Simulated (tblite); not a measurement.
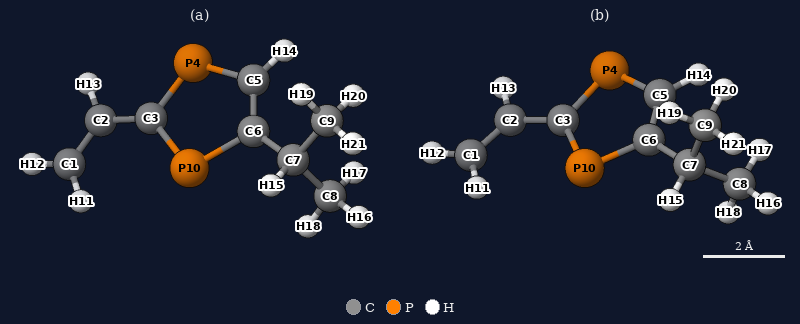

The structure of C8H11P2 (charge −1) before (left) and after (right) a relaxation, at one scale.

A ball-and-stick model, seen at a tilt.

Theory: GFN2-xTB geometry optimisation, gas phase (tblite 0.8.0). 

> Summarise the run.

Over 138 geometry steps the energy falls by 32.9 kcal/mol. The largest move after the best rigid fit is that of H14, 0.94 Å. Largest moves by element: H 0.94 Å, P 0.66 Å, C 0.64 Å. Some distances before and after: C6–P10 1.915 → 1.750 Å, P4–C5 1.884 → 1.735 Å, C3–P10 1.864 → 1.755 Å, C3–P4 1.724 → 1.754 Å. Bond angles that change, for instance: P4–C3–P10 101.4° → 116.7°, C3–P4–C5 108.9° → 94.0°, C3–P10–C6 105.6° → 94.2°. Groups turn about C6–C7 by about 40°.
